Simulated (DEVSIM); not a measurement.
Device: abrupt GaAs n-p junction, at 300 K.

| layer (left to right) | material | thickness (μm) | Nd (cm⁻³) | Na (cm⁻³) | τn (s) | τp (s) |
|---|---|---|---|---|---|---|
| 1 | GaAs | 1.50 | 3.9e16 | - | 8e-9 | 8e-9 |
| 2 | GaAs | 120 | - | 5.2e16 | 8e-10 | 8e-9 |

Left contact: ohmic. Right contact: ohmic. Voltage is applied to the left contact. Recombination: SRH at mid-gap, radiative. Mobility is constant in doping.

Constants are typed, rounded textbook-type inputs, not results; the design itself was drawn at random and stands for no fabricated device. Values at 300 K.

```csv
parameter,GaAs
gap (eV),1.424
affinity (eV),4.07
permittivity,12.9
Nc (cm⁻³),4.7e17
Nv (cm⁻³),9e18
μn (cm²/Vs),8500
μp (cm²/Vs),400
B (cm³/s),2e-10
```

DEVSIM, 1D drift-diffusion, Boltzmann statistics, complete ionisation; no tunnelling, impact ionisation, image-force lowering or self-heating.

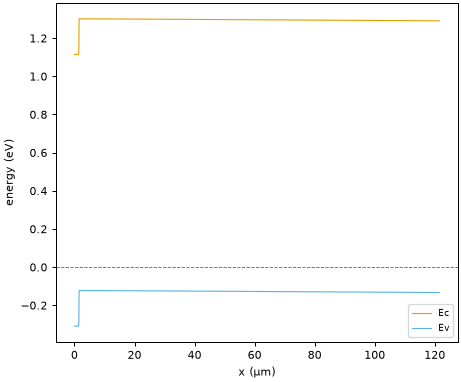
Figure. Band edges at -1.05 V on the left contact

Energies count from the Fermi level of the right contact; mesh points crowd at the junctions.

```tsv
x (μm)	Ec (eV)	Ev (eV)	n (cm⁻³)	p (cm⁻³)	field (V/cm)
0.000	1.114	-0.310	3.9e16	< 1e2	≈ 0
0.03922	1.114	-0.310	3.9e16	9.8e11	≈ 0
0.1471	1.114	-0.310	3.9e16	3.7e12	≈ 0
0.4186	1.114	-0.310	3.9e16	1.0e13	≈ 0
1.144	1.114	-0.310	3.9e16	2.9e13	≈ 0
1.377	1.115	-0.309	3.8e16	3.7e13	320
1.468	1.150	-0.274	9.9e15	1.5e14	13000
1.514	1.251	-0.173	2.0e14	7.5e15	20000
1.576	1.299	-0.125	3.1e13	4.7e16	1300
1.743	1.301	-0.123	2.7e13	5.2e16	≈ 0
2.216	1.301	-0.123	2.4e13	5.2e16	≈ 0
4.205	1.301	-0.123	1.5e13	5.2e16	≈ 0
9.046	1.301	-0.123	4.7e12	5.2e16	≈ 0
21.63	1.300	-0.124	2.4e11	5.2e16	≈ 0
72.58	1.295	-0.129	1400000	5.2e16	≈ 0
103.9	1.292	-0.132	870	5.2e16	≈ 0
114.9	1.291	-0.133	< 1e2	5.2e16	≈ 0
119.0	1.291	-0.133	< 1e2	5.2e16	≈ 0
120.9	1.291	-0.133	< 1e2	5.2e16	≈ 0
121.3	1.291	-0.133	< 1e2	5.2e16	≈ 0
121.4	1.291	-0.133	< 1e2	5.2e16	≈ 0
121.5	1.291	-0.133	< 1e2	5.2e16	≈ 0
```
